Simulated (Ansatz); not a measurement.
A series of calculations on H2O and related structures

## 1. Relaxation

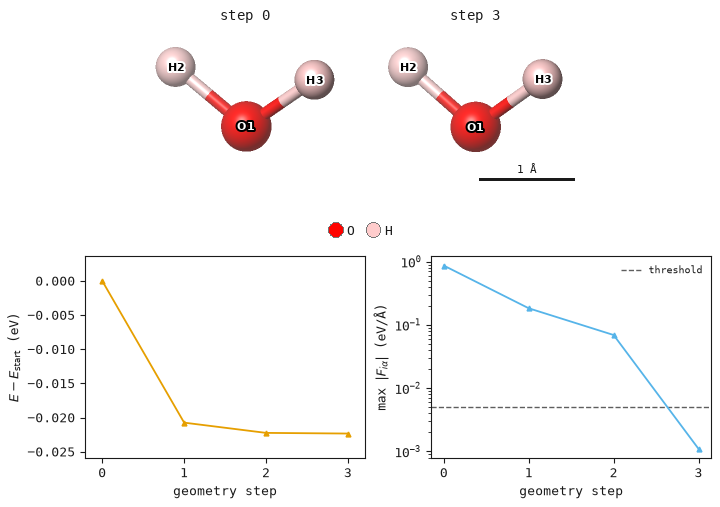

First and last geometry of a relaxation of H₂O, with the history of the run. A ball-and-stick model, seen at a tilt.

It is one of the separated products of a reaction.

These are results of Ansatz, RKS PBE0-D4/def2-TZVP, not measurements. Set-up: force threshold 0.005 eV/Å; at most 200 steps.

Question: What do the curves and the structures tell?

Answer: It converged. After 3 geometry steps the energy has fallen by 0.022 eV. The largest force component goes from 0.87 to 0.0011 eV/Å. H2 moves most after the best rigid fit: 0.029 Å. Largest moves by element: H 0.029 Å, O 0.009 Å. Near-neighbour distances that change, for instance: O1–H2 0.984 → 0.960 Å, O1–H3 0.964 → 0.960 Å. Bond angles that change, for instance: H2–O1–H3 107.7° → 105.0°.

## 2. Relaxation

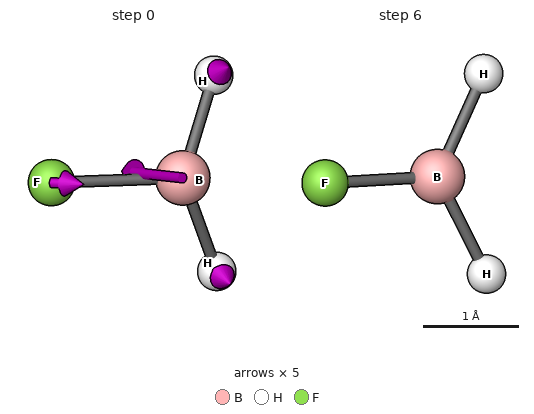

The structure of BH2F before (left) and after (right) a relaxation, at one scale. The purple arrows give the displacements, magnified 5 times.

Style: ball-and-stick. Shown from a free direction.

It is one of the separated products of a reaction.

These are results of Ansatz 0.2.0, RKS PBE0-D4/def2-TZVP, not measurements. Set-up: force threshold 0.005 eV/Å; at most 200 steps.

What changed between the two?

Answer. The atom that moves furthest after the best rigid fit is the B atom (0.23 Å). Largest moves by element: B 0.23 Å, H 0.08 Å, F 0.08 Å. Near-neighbour distances that change, for instance: B–F 1.428 → 1.317 Å, B–H 1.203 → 1.197 Å. Among the angles between lasting bonds that change: H–B–F 112.2° → 117.8°, H–B–H 119.2° → 124.4°. After 5 accepted moves (6 points after the start) the energy has fallen by 0.729 eV. The largest force component goes from 4.7 to 0.00033 eV/Å. The line search rejected the trial step at point 4 of the run.

## 3. Reaction

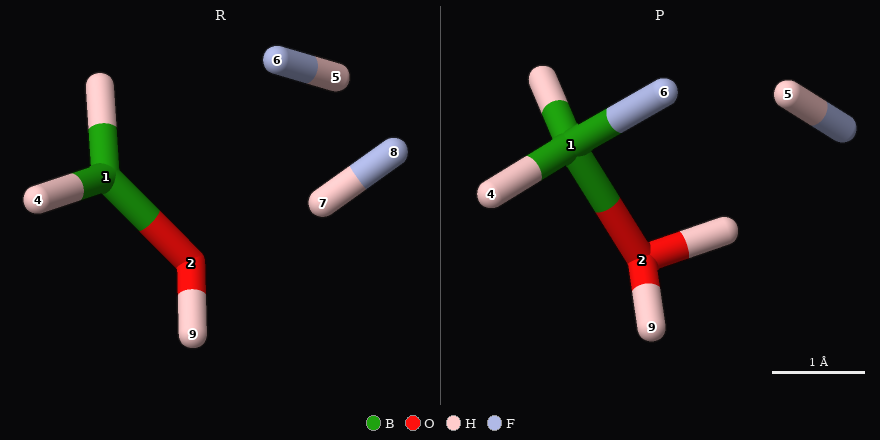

Reactant (R) and product (P) of one elementary step of BH5OF2. The picture is a stick view, seen from a free direction.

Stationary points at PBE0-D4/def2-TZVP, single-point energies with CCSD(T)/CBS, BHLYP-D4, PBE-D4, B97M-V (def2-TZVPP where no basis is named; Ansatz 0.2.0). The energies are electronic, without zero-point or thermal terms, and both ends are the minima reached downhill from the saddle, with any fragments still in contact. CCSD(T)/CBS stands for a frozen-core estimate: MP2 correlation extrapolated from def2-TZVPP and def2-QZVPP, CCSD(T) minus MP2 from the smaller set.

R:
```xyz
9

B    -0.0352   -1.0924   -0.5442
O     0.0431    0.1571   -1.1076
H    -1.0777   -1.3779   -0.0465
H     0.8856   -1.8439   -0.6580
H     0.0602    0.7214    1.6059
F     0.5727   -0.0437    1.7910
H    -0.5746    1.3101   -0.1606
F    -0.7726    1.8193    0.6219
H     0.8985    0.3500   -1.5022
```

P:
```xyz
9

B     0.0576   -1.0085   -0.0389
O    -0.0295    0.2617   -1.0608
H    -1.0803   -1.3826    0.0466
H     0.8773   -1.7309   -0.5413
H    -0.1881    0.9760    1.3503
F     0.5235   -0.4174    1.1746
H    -0.4036    1.0247   -0.5643
F    -0.6050    1.7615    1.0039
H     0.8479    0.5155   -1.3702
```

> Predict the saddle point between them and the barrier.

Counted by bonded pieces, R holds BH₃O + HF + HF and P holds BH₄OF + HF. From R over the saddle to P, bonds form: B1–F6 (2.63 → 1.70 → 1.43 Å), O2–H7 (1.61 → 1.29 → 0.98 Å), H5–F8 (1.69 → 1.31 → 0.95 Å). Bonds break: H5–F6 (0.94 → 1.03 → 1.57 Å), H7–F8 (0.95 → 1.07 → 1.74 Å). Bonds that stay but change much: B1–O2 (1.37 → 1.47 → 1.63 Å). The saddle has one imaginary mode, 427i cm⁻¹. With CCSD(T)/CBS the barrier is 7.2 kcal/mol from R and 14.3 kcal/mol from P, and P lies 7.1 kcal/mol below R.

```tsv
level	barrier from R (kcal/mol)	barrier from P (kcal/mol)	P less R (kcal/mol)
CCSD(T)/CBS	7.2	14.3	−7.1
BHLYP-D4	8.2	15.3	−7.1
PBE-D4	1.1	9.4	−8.3
B97M-V	6.7	15.3	−8.6
```

Against CCSD(T)/CBS, B97M-V comes closest on the barrier from R (−0.5 kcal/mol) and PBE-D4 misses most (−6.1 kcal/mol).

Saddle geometry:

```xyz
9

B     0.0120   -0.9469   -0.1934
O    -0.0553    0.2571   -1.0262
H    -1.0711   -1.4011    0.0220
H     0.9504   -1.6533   -0.4149
H    -0.0339    0.6565    1.2666
F     0.3974   -0.2813    1.3171
H    -0.4177    1.2060   -0.2262
F    -0.5645    1.7112    0.7093
H     0.7825    0.4517   -1.4544
```

The saddle point in the same view, with dashed sticks for the bonds that form or break:

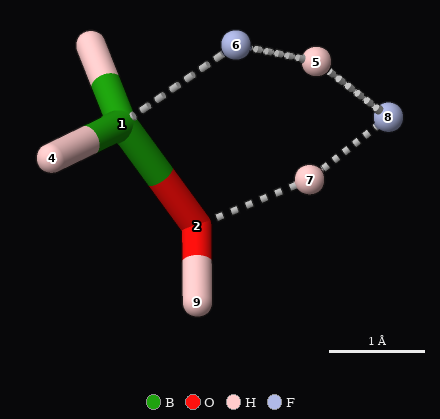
